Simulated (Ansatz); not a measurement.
# Redistribution: C2H5Cl + C3H7Cl → CH2Cl2 + C4H10

Species: C2H5Cl `CCCl`, singlet; C3H7Cl (1-chloropropane) `CCCCl`, singlet; CH2Cl2 (dichloromethane) `ClCCl`, singlet; C4H10 (butane) `CCCC`, singlet. The partners trade CH3 for Cl; both sit on C, so the bond types are kept.

Shapes, held fixed at every level: PBE0-D4/def2-TZVP. Flexible molecules stand in one conformer, not always the lowest. Programs: Ansatz 0.2.0. The zero-point and thermal change to 298 K, harmonic and unscaled (PBE0-D4/def2-TZVP), is -1.0 kJ/mol.

**The experiment to reproduce.** Tabulated heats of formation (Active Thermochemical Tables, CRC Handbook of Chemistry and Physics): C2H5Cl -111.2 (ATcT); C3H7Cl -131.9 (CRC); CH2Cl2 -94.7 (ATcT); C4H10 -125.8 (ATcT) kJ/mol, which give ΔH(298 K) = +22.6 kJ/mol.

```json
{"level": "SPW92/def2-TZVPP", "kind": "LDA", "ΔH (kJ/mol)": "+23.4", "computed − measured": "+0.8"}
{"level": "r2SCAN-D4/def2-TZVPP", "kind": "meta-GGA", "ΔH (kJ/mol)": "+25.6", "computed − measured": "+3.0"}
{"level": "PBE0-D4/def2-TZVPP", "kind": "global hybrid", "ΔH (kJ/mol)": "+24.9", "computed − measured": "+2.3"}
{"level": "wB97M-V/def2-TZVPP", "kind": "range-separated hybrid", "ΔH (kJ/mol)": "+25.5", "computed − measured": "+2.9"}
{"level": "MP2/def2-SVP", "kind": "perturbation theory", "ΔH (kJ/mol)": "+26.4", "computed − measured": "+3.8"}
{"level": "CCSD/def2-SVP", "kind": "coupled cluster or CI", "ΔH (kJ/mol)": "+27.0", "computed − measured": "+4.4"}
{"level": "CCSD/def2-TZVPP", "kind": "coupled cluster or CI", "ΔH (kJ/mol)": "+25.7", "computed − measured": "+3.1"}
{"level": "CCSD(T)/CBS estimate", "kind": "coupled cluster or CI", "ΔH (kJ/mol)": "+25.9", "computed − measured": "+3.2"}
```

Nearest: SPW92/def2-TZVPP (+0.8); farthest: CCSD/def2-SVP (+4.4). 8 of 8 levels lie within 10 kJ/mol. The heats of C3H7Cl come from older tables and can be uncertain by 10 kJ/mol or more. The CBS estimate extrapolates MP2 from def2-TZVPP and def2-QZVPP and adds CCSD(T) − MP2 in the triple-zeta set, cores frozen.

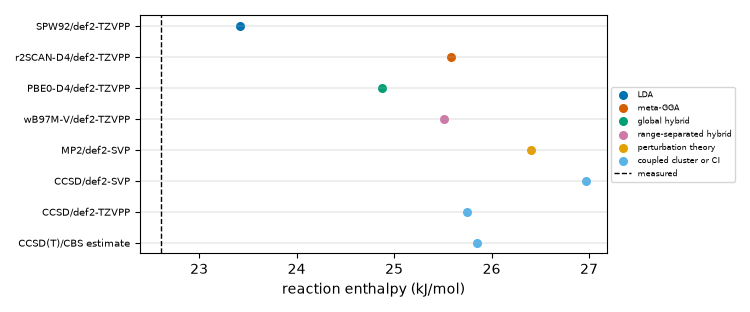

The values of the table, level by level.
